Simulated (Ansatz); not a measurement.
Starting cell, GaN (zinc blende):

```
CELL_PARAMETERS angstrom
      0.00000     4.49817     4.49817
      2.24908     0.00000     2.24908
      2.24908     2.24908     0.00000
ATOMIC_POSITIONS crystal
  N  0.37500 0.75000 0.75000
  N  0.87500 0.75000 0.75000
  Ga 0.00000 0.00000 0.00000
  Ga 0.50000 0.00000 0.00000
```

The atoms are displaced by Q × the pattern below (from a DFPT mode at L = (0.5, 0.0, 0.0), largest move 1; Q in Å), at fixed cell. It is one choice among 2 degenerate patterns. (q is in reciprocal vectors of the primitive cell; the cell shown is doubled to hold the pattern.)

| atom | x | y | z |
|---|---|---|---|
| N1 | 0.285 | -0.520 | 0.805 |
| N2 | -0.285 | 0.520 | -0.805 |
| Ga3 | 0.046 | -0.084 | 0.129 |
| Ga4 | -0.046 | 0.084 | -0.129 |

The numbers are results of r2SCAN (plane waves to 500 eV, PAW, scalar-relativistic; Ansatz, an electronic-structure program), not measurements. k mesh 13×13×13 (Γ-centred), Fermi-Dirac smearing 0.05 eV. Energies are smeared free energies. GaN was relaxed with its symmetry unable to fall. The PAW data are Ansatz's earlier set. ΔE is measured from the undisplaced structure.

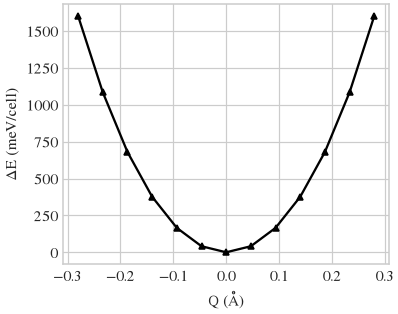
Figure: ΔE (meV/cell) against Q (Å); one marker a computed point.

### Question
What is the energy change at Q = 0.280 Å?

### Answer
About 1600 meV/cell.

### Question
What harmonic wavenumber does the curvature at Q = 0 give?

### Answer
About 570 cm⁻¹.

(For displaced atoms, the force is minus the slope of the energy, and its curvature is a force constant, which sets phonon frequencies.)
